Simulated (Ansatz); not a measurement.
Nudged elastic band, with input and output: CH₆FGeNS

System: CH₆FGeNS.
Method: RKS PBE/def2-SVP (Ansatz 0.2.0).

One setting was made poor on purpose. It belongs to a series of runs on one base structure; here: band between the two ends. Figures and captions count atoms from 1; the log counts them from 0 in places.

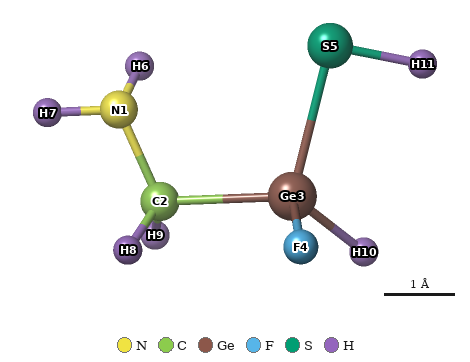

The starting structure (ball-and-stick view, seen at a tilt; atoms are numbered from 1 in the order of the input). Sticks mark near contacts.

### Input file
```yaml
crystal:
  periodic: [false, false, false]
  atoms:
    - { symbol: "N", position_ang: [-0.125412, 1.273303, 1.092] }
    - { symbol: C, position_ang: [-0.945387, 0.543506, 0.138355] }
    - { symbol: Ge, position_ang: [0.084584, -0.989368, -0.570352] }
    - { symbol: F, position_ang: [-0.521708, -2.448172, 0.231178] }
    - { symbol: S, position_ang: [2.215537, -0.636451, 0.003984] }
    - { symbol: H, position_ang: [0.585138, 1.838148, 0.611853] }
    - { symbol: H, position_ang: [-0.691794, 1.918861, 1.655203] }
    - { symbol: H, position_ang: [-1.805602, 0.076736, 0.662741] }
    - { symbol: H, position_ang: [-1.366929, 1.121653, -0.723677] }
    - { symbol: H, position_ang: [-0.043124, -1.314387, -2.086307] }
    - { symbol: H, position_ang: [2.680197, -1.44083, -0.994477] }
basis:
  gaussian: { orbitals: def2-SVP }
hamiltonian:
  xc: pbe
neb:
  order_check: false
  images: 7
  f_tol: 0.5
  max_iterations: 60
  initial_path: idpp
  final_atoms:
    - { symbol: "N", position_ang: [-0.5641296, 1.32650134, 1.17759517] }
    - { symbol: C, position_ang: [-0.92030186, 0.78877948, -0.12449831] }
    - { symbol: Ge, position_ang: [0.07549384, -0.88283392, -0.55296696] }
    - { symbol: F, position_ang: [-0.00682992, -1.76723868, 0.98809803] }
    - { symbol: S, position_ang: [2.21747988, -0.2965447, -0.88551503] }
    - { symbol: H, position_ang: [0.42716633, 1.59890372, 1.19877484] }
    - { symbol: H, position_ang: [-0.66804141, 0.59899826, 1.89755283] }
    - { symbol: H, position_ang: [-2.00405522, 0.54778886, -0.15710331] }
    - { symbol: H, position_ang: [-0.73825458, 1.53847204, -0.92194977] }
    - { symbol: H, position_ang: [-0.40351134, -1.92589026, -1.60730024] }
    - { symbol: H, position_ang: [2.65048387, -1.58393713, -0.99218624] }
```

Run on 2 threads of Intel Xeon @ 2.50GHz (Skylake/Cascade Lake), 16 GiB of memory available, shared host.

Command:
```bash
ansatz run input.yaml --threads 2 --pin off --max-ram 3072MiB --backend cpu --events-out ev --progress --plain --runs-dir out
```

### What the program printed
```
Engine: ansatz 0.2.0, x86_64-unknown-linux-gnu
Functional definition: PBE
  parameter kappa = 0.804
  parameter beta = 0.06672455060314922
  exchange = pbe_x(kappa = kappa, mu = beta*pi^2/3)
  correlation = pbe_c(beta = beta)
1382 factors; their error is unknown
mean field evaluation 1: about -72653.0339 eV, gradient 7.0e1 eV
mean field evaluation 2: about -72586.1130 eV, gradient 1.6e2 eV
mean field evaluation 4: about -72662.8500 eV, gradient 1.1e1 eV
mean field evaluation 8: about -72663.1141 eV, gradient 9.6e-2 eV
mean field evaluation 16: about -72663.0248 eV, gradient 2.1e-4 eV
mean field -72663.02476272 eV, -2670.3169072628 hartree, gradient 2.6e-5 eV, S^2 0.000000; 0 other end points of the search recorded, 0 dependent functions left out
the calculation of the forces begins
reference -72663.02479921 eV, -2670.3169086037 hartree; 38, 38 occupied and 84, 84 virtual orbitals, 1382 factors
1382 factors; their error is unknown
mean field evaluation 32: about -72663.1234 eV, gradient 2.5e-3 eV
mean field -72663.12344817 eV, -2670.3205338862 hartree, gradient 1.4e-5 eV, S^2 0.000000; 0 other end points of the search recorded, 0 dependent functions left out
[... from here on the field's lines of each further geometry are left out, up to the last ...]
NEB iter   1: max|band force component| = 9.682e-1 eV/Å  barrier→ = 0.1974 eV  barrier← = 0.2961 eV  Δτ_max = 0.1452 Å  (267 SCF iters)
the calculation of the forces begins
reference -72663.11493226 eV, -2670.3202209321 hartree; 38, 38 occupied and 84, 84 virtual orbitals, 1382 factors
1382 factors; their error is unknown
mean field evaluation 352: about -72662.7165 eV, gradient 1.1e1 eV
mean field -72662.89360457 eV, -2670.3120872896 hartree, gradient 2.5e-5 eV, S^2 0.000000; 1 other end points of the search recorded, 0 dependent functions left out
the calculation of the forces begins
reference -72662.89364014 eV, -2670.3120885968 hartree; 38, 38 occupied and 84, 84 virtual orbitals, 1382 factors
NEB iter   2: max|band force component| = 3.286e-1 eV/Å  barrier→ = 0.1312 eV  barrier← = 0.2298 eV  CI = image 4  Δτ_max = 0.0000 Å  (419 SCF iters)
```

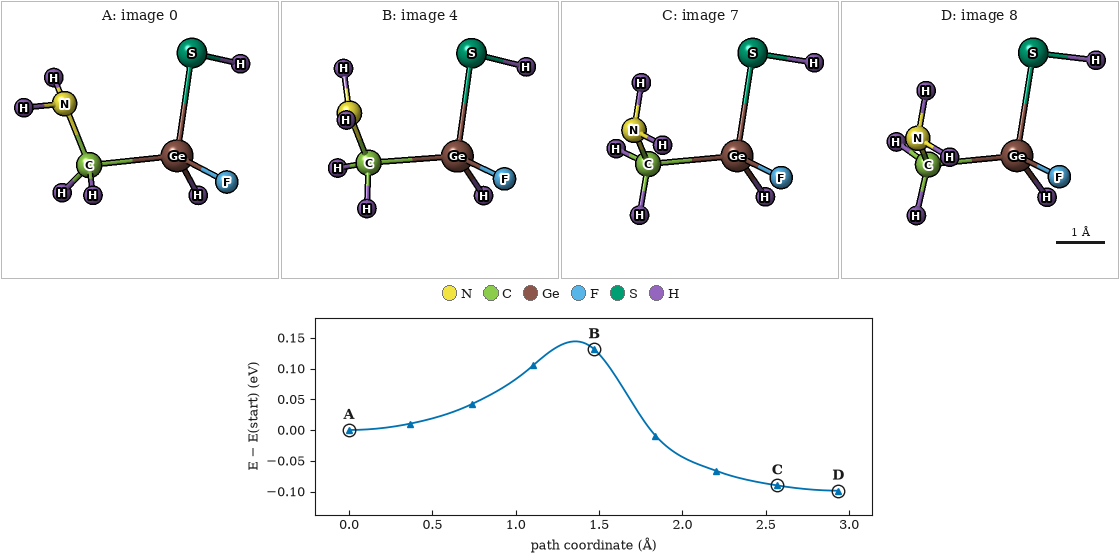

Images of the last band (counted from 0; ball-and-stick, seen at a tilt) above the energy along the path; the line is a cubic interpolation that uses the forces. The highest image is number 4, 0.131 eV above the start and 0.230 eV above the end (the climbing image); the end lies 0.099 eV below the start. The path is 2.93 Å long. The band converged in 2 iterations.

```
Total energy: -72662.89364014 eV, -2670.3120885968 hartree
Atom 0 at    -0.336276     1.284403     1.147554 Å, force    -0.217296     0.182412    -0.127251 eV/Å
Atom 1 at    -0.920859     0.643174     0.010699 Å, force    -0.213082     0.119889     0.160908 eV/Å
Atom 2 at     0.091626    -0.935405    -0.625379 Å, force     0.064783     0.051178     0.033789 eV/Å
Atom 3 at    -0.225161    -2.240531     0.531459 Å, force    -0.032436    -0.084943     0.012336 eV/Å
Atom 4 at     2.232218    -0.329667    -0.425429 Å, force     0.075866    -0.116030    -0.032138 eV/Å
Atom 5 at     0.529357     1.808365     1.074320 Å, force     0.086447    -0.056237    -0.070773 eV/Å
Atom 6 at    -0.703141     1.137654     2.081534 Å, force     0.067832    -0.182656    -0.005151 eV/Å
Atom 7 at    -1.913654     0.227933     0.276334 Å, force    -0.089197     0.113378     0.060797 eV/Å
Atom 8 at    -1.097468     1.335118    -0.846949 Å, force     0.049799    -0.039265    -0.007140 eV/Å
Atom 9 at    -0.174261    -1.583379    -2.022280 Å, force     0.014616    -0.002621     0.017006 eV/Å
Atom 10 at     2.583119    -1.404666    -1.181362 Å, force     0.192669     0.014896    -0.042383 eV/Å
Dipole moment:    -0.180363     0.363661    -0.124127 e Å
this run last wrote the band of iteration 2 to [file]
```

### The last band as extended XYZ (Å, eV, eV/Å)
```
11
Properties=species:S:1:pos:R:3:forces:R:3 image=0 energy=-72663.02476
N    -0.1254    1.2733    1.0920    0.0028  -0.0027   0.0001
C    -0.9454    0.5435    0.1384   -0.0035   0.0061   0.0020
Ge    0.0846   -0.9894   -0.5704    0.0040  -0.0011   0.0043
F    -0.5217   -2.4482    0.2312    0.0006   0.0025  -0.0018
S     2.2155   -0.6365    0.0040   -0.0014  -0.0007  -0.0010
H     0.5851    1.8381    0.6119   -0.0005  -0.0004  -0.0005
H    -0.6918    1.9189    1.6552    0.0002  -0.0012  -0.0009
H    -1.8056    0.0767    0.6627   -0.0003  -0.0002  -0.0008
H    -1.3669    1.1217   -0.7237   -0.0013  -0.0030  -0.0016
H    -0.0431   -1.3144   -2.0863   -0.0009   0.0011  -0.0003
H     2.6802   -1.4408   -0.9945    0.0003  -0.0003   0.0006
11
Properties=species:S:1:pos:R:3:forces:R:3 image=1 energy=-72663.01432
N    -0.1527    1.2229    1.1411    0.0775  -0.1242   0.0244
C    -0.9230    0.5629    0.1026   -0.1255   0.0424   0.0045
Ge    0.0916   -0.9868   -0.5862   -0.0092   0.0866   0.0811
F    -0.4504   -2.4067    0.3231   -0.0122  -0.0195  -0.0224
S     2.2287   -0.5641   -0.1026    0.0128  -0.0730  -0.0447
H     0.5664    1.8409    0.7515   -0.0068   0.0237  -0.0311
H    -0.7401    1.7777    1.7715   -0.0288   0.0370  -0.0287
H    -1.8334    0.1067    0.5435   -0.0242   0.0213   0.0270
H    -1.2658    1.1951   -0.7555    0.0001  -0.0112  -0.0183
H    -0.0888   -1.3947   -2.0779    0.0105   0.0053   0.0147
H     2.6331   -1.4107   -1.0908    0.1057   0.0117  -0.0064
11
Properties=species:S:1:pos:R:3:forces:R:3 image=2 energy=-72662.98268
N    -0.1854    1.1859    1.1711    0.1882  -0.2689   0.0854
C    -0.9055    0.5871    0.0694   -0.2428   0.0869  -0.0243
Ge    0.0956   -0.9781   -0.6038    0.0140   0.1280   0.1434
F    -0.3717   -2.3526    0.4111   -0.0293  -0.0359  -0.0455
S     2.2379   -0.4903   -0.2214    0.0272  -0.1201  -0.0600
H     0.5374    1.8484    0.8833   -0.0199   0.0730  -0.0707
H    -0.7795    1.6076    1.8870   -0.0773   0.0869  -0.0471
H    -1.8565    0.1480    0.4334   -0.0474   0.0420   0.0541
H    -1.1758    1.2646   -0.7789    0.0035  -0.0257  -0.0345
H    -0.1288   -1.4759   -2.0639    0.0102   0.0142   0.0267
H     2.5979   -1.4016   -1.1668    0.1736   0.0195  -0.0274
11
Properties=species:S:1:pos:R:3:forces:R:3 image=3 energy=-72662.91974
N    -0.2294    1.1817    1.1727    0.2440  -0.3462   0.0976
C    -0.9008    0.6146    0.0361   -0.3146   0.1600  -0.0089
Ge    0.0929   -0.9624   -0.6239    0.0785   0.1244   0.1568
F    -0.2868   -2.2888    0.4879   -0.0536  -0.0637  -0.0536
S     2.2352   -0.4073   -0.3416    0.0427  -0.1416  -0.0582
H     0.5106    1.8575    0.9986   -0.0373   0.1172  -0.1088
H    -0.7806    1.3914    2.0010   -0.1145   0.0860  -0.0399
H    -1.8811    0.1951    0.3386   -0.0690   0.0753   0.0731
H    -1.1110    1.3206   -0.8047    0.0114  -0.0404  -0.0348
H    -0.1618   -1.5513   -2.0468    0.0067   0.0081   0.0278
H     2.5782   -1.4081   -1.1974    0.2057   0.0211  -0.0511
11
Properties=species:S:1:pos:R:3:forces:R:3 image=4 energy=-72662.89361
N    -0.3363    1.2844    1.1476   -0.2173   0.1824  -0.1273
C    -0.9209    0.6432    0.0107   -0.2131   0.1199   0.1609
Ge    0.0916   -0.9354   -0.6254    0.0648   0.0512   0.0338
F    -0.2252   -2.2405    0.5315   -0.0324  -0.0849   0.0123
S     2.2322   -0.3297   -0.4254    0.0759  -0.1160  -0.0321
H     0.5294    1.8084    1.0743    0.0864  -0.0562  -0.0708
H    -0.7031    1.1377    2.0815    0.0678  -0.1827  -0.0052
H    -1.9137    0.2279    0.2763   -0.0892   0.1134   0.0608
H    -1.0975    1.3351   -0.8469    0.0498  -0.0393  -0.0071
H    -0.1743   -1.5834   -2.0223    0.0146  -0.0026   0.0170
H     2.5831   -1.4047   -1.1814    0.1927   0.0149  -0.0424
11
Properties=species:S:1:pos:R:3:forces:R:3 image=5 energy=-72663.03379
N    -0.4397    1.3443    1.1720   -0.4022   0.4162  -0.0983
C    -0.9388    0.6744    0.0025   -0.2334  -0.0299   0.0436
Ge    0.0962   -0.8997   -0.6160    0.0218   0.0513  -0.0361
F    -0.1598   -2.1766    0.5870   -0.0017  -0.0560   0.0497
S     2.2344   -0.2532   -0.5214    0.0775  -0.0943  -0.0159
H     0.5052    1.7194    1.1150    0.2150  -0.1062  -0.0223
H    -0.6188    0.8842    2.0620    0.1679  -0.2570   0.0419
H    -1.9510    0.2693    0.2073   -0.0890   0.1071   0.0250
H    -1.0580    1.3790   -0.8518    0.0703  -0.0453   0.0195
H    -0.2060   -1.5999   -1.9790    0.0079   0.0059   0.0204
H     2.6018   -1.3982   -1.1571    0.1659   0.0082  -0.0274
11
Properties=species:S:1:pos:R:3:forces:R:3 image=6 energy=-72663.09131
N    -0.4965    1.3023    1.2270   -0.2324   0.2338  -0.0308
C    -0.9497    0.7004   -0.0075   -0.1769  -0.0067   0.0468
Ge    0.0985   -0.8673   -0.6226   -0.0299   0.0726  -0.0566
F    -0.0768   -2.0827    0.6572    0.0129  -0.0246   0.0443
S     2.2293   -0.1834   -0.6594    0.0532  -0.0833  -0.0137
H     0.4676    1.6420    1.1819    0.1282  -0.0665  -0.0022
H    -0.5895    0.6757    2.0301    0.1103  -0.1434   0.0160
H    -1.9871    0.3260    0.1189   -0.0579   0.0749   0.0026
H    -0.9894    1.4565   -0.8221    0.0492  -0.0550   0.0031
H    -0.2646   -1.6382   -1.9292    0.0131  -0.0105   0.0096
H     2.6236   -1.3882   -1.1538    0.1303   0.0087  -0.0189
11
Properties=species:S:1:pos:R:3:forces:R:3 image=7 energy=-72663.11490
N    -0.5385    1.2336    1.2842   -0.0893   0.0820  -0.0056
C    -0.9544    0.7277   -0.0113   -0.0930   0.0048   0.0422
Ge    0.0970   -0.8376   -0.6365   -0.0414   0.0643  -0.0435
F     0.0098   -1.9766    0.7227    0.0117  -0.0074   0.0265
S     2.2163   -0.1301   -0.8135    0.0279  -0.0607  -0.0127
H     0.4362    1.5551    1.2687    0.0499  -0.0292   0.0014
H    -0.5990    0.5010    2.0008    0.0436  -0.0543   0.0027
H    -2.0126    0.3941    0.0362   -0.0264   0.0419  -0.0011
H    -0.9124    1.5324   -0.7757    0.0251  -0.0382  -0.0057
H    -0.3242   -1.6889   -1.8727    0.0133  -0.0145   0.0051
H     2.6474   -1.3677   -1.1824    0.0785   0.0113  -0.0093
11
Properties=species:S:1:pos:R:3:forces:R:3 image=8 energy=-72663.12345
N    -0.5771    1.0464    1.4284   -0.0030  -0.0012   0.0004
C    -0.9536    0.7569    0.0551   -0.0060   0.0014  -0.0045
Ge    0.0914   -0.7544   -0.7153   -0.0006   0.0006  -0.0010
F     0.0919   -1.9242    0.6246    0.0000  -0.0004   0.0004
S     2.1977   -0.0215   -0.9775    0.0040  -0.0077  -0.0027
H     0.4033    1.3525    1.4790    0.0042   0.0018   0.0017
H    -0.6301    0.1890    1.9945    0.0008  -0.0014   0.0012
H    -2.0278    0.4797    0.0017    0.0004   0.0028   0.0012
H    -0.8257    1.6545   -0.5844    0.0011  -0.0028   0.0008
H    -0.3806   -1.5925   -1.9416    0.0013  -0.0007   0.0008
H     2.6761   -1.2434   -1.3440   -0.0023   0.0076   0.0018
```

### Results in brief

```json
{"quantity": "outcome", "value": "converged"}
{"quantity": "barrier, forward", "value": "0.131 eV"}
{"quantity": "barrier, backward", "value": "0.230 eV"}
{"quantity": "wall time", "value": "54 s (CPU time 1.7 min)"}
{"quantity": "peak memory", "value": "0.19 GiB"}
```

### Remarks

A deliberately poor setting: loose force. The order of the saddle point was not checked.
